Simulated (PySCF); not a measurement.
C4H10O, SMILES CCCCO, singlet at its GFN2-xTB optimised geometry (Å):

```
15

C      1.8578    -0.7141     0.0000
C      0.3348    -0.7141     0.0000
C     -0.2354     0.7026     0.0000
C     -1.7620     0.7021     0.0915
O     -2.2425     0.1203     1.2802
H      2.2393    -1.7323    -0.0032
H      2.2425    -0.2072     0.8827
H      2.2392    -0.2017    -0.8809
H     -0.0307    -1.2448    -0.8815
H     -0.0343    -1.2445     0.8801
H      0.0602     1.2234    -0.9128
H      0.1734     1.2592     0.8492
H     -2.1373     1.7323    -0.0066
H     -2.1882     0.1022    -0.7159
H     -1.8450     0.5803     2.0282
```

Calculation: PySCF with CAM-B3LYP/def2-TZVP. Cells within 0.4 Å of a nucleus heavier than hydrogen are left out (blank, or x).

Map of the Laplacian of the electron density (e/bohr⁵), clipped to [-1.50, 1.50] on the plane z = 1.5 Å:

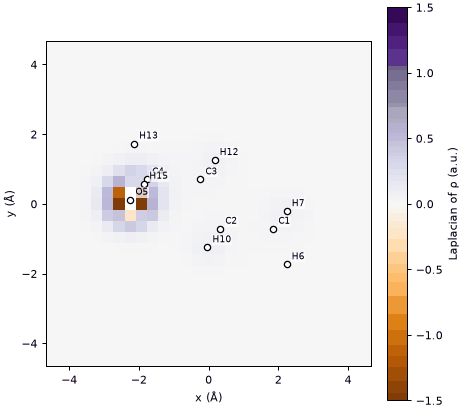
Figure: Laplacian of the electron density (e/bohr⁵), clipped to [-1.50, 1.50] on the plane z = 1.5 Å.
